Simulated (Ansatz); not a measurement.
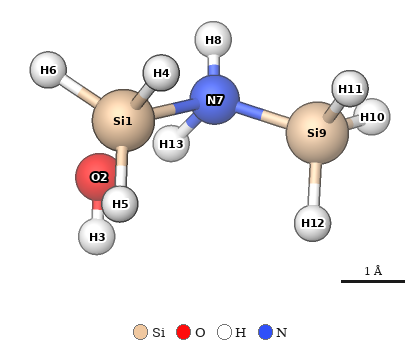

Figure 1. The structure as given in the input (ball-and-stick view, seen at a tilt; atoms are numbered from 1 in the order of the input).

# Frequency calculation of Si$_{2}$NH$_{9}$O

The run: frequency calculation of Si$_{2}$NH$_{9}$O. Method and program: RHF/6-31G* (Ansatz 0.2.0).

It belongs to a series of runs on one base structure; here: vibrations at the highest image of the band. Figures and captions count atoms from 1; the log counts them from 0 in places.

The input
```yaml
crystal:
  periodic: [false, false, false]
  atoms:
    - { symbol: Si, position_ang: [0.127278, -0.199393, 0.061448] }
    - { symbol: O, position_ang: [-0.763448, -0.865477, 1.749534] }
    - { symbol: H, position_ang: [-0.826255, -0.254602, 2.471965] }
    - { symbol: H, position_ang: [1.052194, 0.056813, -1.102345] }
    - { symbol: H, position_ang: [0.221009, 1.126268, 0.707438] }
    - { symbol: H, position_ang: [-1.074218, -0.632466, -0.665192] }
    - { symbol: "N", position_ang: [1.194542, -1.59926, 0.799185] }
    - { symbol: H, position_ang: [1.1055, -2.431033, 0.237267] }
    - { symbol: Si, position_ang: [2.869413, -1.311918, 1.306107] }
    - { symbol: H, position_ang: [3.379209, -2.522743, 1.970726] }
    - { symbol: H, position_ang: [3.721012, -0.992708, 0.151152] }
    - { symbol: H, position_ang: [2.839014, -0.184619, 2.249277] }
    - { symbol: H, position_ang: [0.315147, -1.528861, 1.623036] }
basis:
  gaussian: { orbitals: "6-31G*" }
hamiltonian:
  xc: hf
phonons: {}
```

Run on 1 thread of Arm Neoverse V2, 24 GiB of memory available, shared host.

Launch command:
```bash
ansatz run input.yaml --threads 1 --pin off --max-ram 2048MiB --backend cpu --events-out ev --progress --plain --runs-dir out
```

Output
```
Engine: ansatz 0.2.0, aarch64-unknown-linux-gnu
Functional definition: HF
  exchange = exact_x
  correlation = 0
952 factors; integrals over basis functions are off by at most 6.2e-4 eV
mean field evaluation 1: about -19380.2514 eV, gradient 3.9e1 eV
mean field evaluation 2: about -19380.3436 eV, gradient 3.9e1 eV
mean field evaluation 4: about -19383.6219 eV, gradient 3.2e0 eV
mean field evaluation 8: about -19383.6620 eV, gradient 1.8e-4 eV
mean field -19383.66203549 eV, -712.3364410861 hartree, gradient 1.2e-5 eV, S^2 0.000000; 0 other end points of the search recorded, 0 dependent functions left out
the calculation of the forces begins
reference -19383.66203549 eV, -712.3364410861 hartree; 26, 26 occupied and 60, 60 virtual orbitals, 952 factors
these checks for a lower state are left out or cut short: stability, starts, cluster_reference, orbital_swaps, neighbouring_geometries, increment
952 factors; integrals over basis functions are off by at most 6.2e-4 eV
mean field evaluation 16: about -19383.6619 eV, gradient 1.5e-6 eV
mean field -19383.66191795 eV, -712.3364367668 hartree, gradient 1.7e-6 eV, S^2 0.000000; 0 other end points of the search recorded, 0 dependent functions left out
[... from here on the field's lines of each further geometry are left out, up to the last ...]
the calculation of the forces begins
reference -19383.66191920 eV, -712.3364368128 hartree; 26, 26 occupied and 60, 60 virtual orbitals, 952 factors
these checks for a lower state are left out or cut short: stability, starts, cluster_reference, orbital_swaps, neighbouring_geometries, increment
952 factors; integrals over basis functions are off by at most 6.2e-4 eV
mean field -19383.66208840 eV, -712.3364430307 hartree, gradient 2.0e-6 eV, S^2 0.000000; 0 other end points of the search recorded, 0 dependent functions left out
the calculation of the forces begins
reference -19383.66208840 eV, -712.3364430307 hartree; 26, 26 occupied and 60, 60 virtual orbitals, 952 factors
WARN: phonons: modes at or below zero, which the zero-point energy, F, S and C_V leave out: 1, the lowest at -1616.81 cm⁻¹. A minimum has none, and a first-order saddle one
Total energy: -19383.66203549 eV, -712.3364410861 hartree
Atom 0 at     0.127278    -0.199393     0.061448 Å, force    -0.007448     0.009069    -0.035758 eV/Å
Atom 1 at    -0.763448    -0.865477     1.749534 Å, force     0.008917     0.000885     0.017289 eV/Å
Atom 2 at    -0.826255    -0.254602     2.471965 Å, force    -0.013468    -0.004300     0.000099 eV/Å
Atom 3 at     1.052194     0.056813    -1.102345 Å, force     0.003194    -0.000930     0.005486 eV/Å
Atom 4 at     0.221009     1.126268     0.707438 Å, force    -0.002645    -0.013865     0.006198 eV/Å
Atom 5 at    -1.074218    -0.632466    -0.665192 Å, force     0.003161     0.000148     0.008564 eV/Å
Atom 6 at     1.194542    -1.599260     0.799185 Å, force    -0.015696     0.028493     0.032458 eV/Å
Atom 7 at     1.105500    -2.431033     0.237267 Å, force    -0.001719    -0.002873     0.003942 eV/Å
Atom 8 at     2.869413    -1.311918     1.306107 Å, force     0.008034    -0.007674    -0.003032 eV/Å
Atom 9 at     3.379209    -2.522743     1.970726 Å, force    -0.003367     0.000049     0.001760 eV/Å
Atom 10 at     3.721012    -0.992708     0.151152 Å, force     0.000203    -0.003508    -0.000187 eV/Å
Atom 11 at     2.839014    -0.184619     2.249277 Å, force     0.002564    -0.001196    -0.002963 eV/Å
Atom 12 at     0.315147    -1.528861     1.623036 Å, force     0.018270    -0.004298    -0.033856 eV/Å
Dipole moment:     0.482321    -0.256208     0.260127 e Å
Vibrations: -1616.81 64.67 123.10 178.17 321.56 373.57 480.72 517.71 605.32 653.44 732.38 737.71 773.40 884.62 919.62 924.71 1015.94 1038.48 1054.27 1082.32 1177.67 1213.19 1237.43 1746.11 1949.29 2161.93 2342.25 2397.82 2402.20 2416.18 2418.47 3723.98 4120.43 cm⁻¹, zero-point energy 2.590564 eV
```

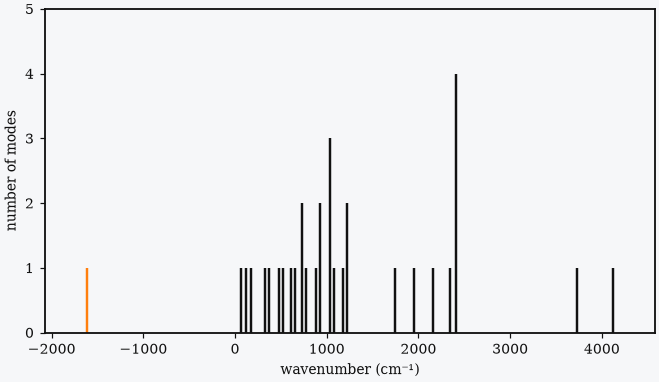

Figure 2. Harmonic vibrational wavenumbers from the force constants; neighbouring modes closer than 26 cm⁻¹ are counted in one stick, and imaginary ones are drawn at negative wavenumbers. 33 modes from 1617i to 4120 cm⁻¹, 1 imaginary beyond 8i (1617i cm⁻¹): a first-order saddle point, if the geometry is stationary.

Results in brief

```tsv
quantity	value
outcome	converged
total energy	−19383.6620 eV
mean-field energy	−19383.6620 eV
largest force (length of the vector)	0.046 eV/Å
wall time	1.8 min
peak memory	0.16 GiB
```
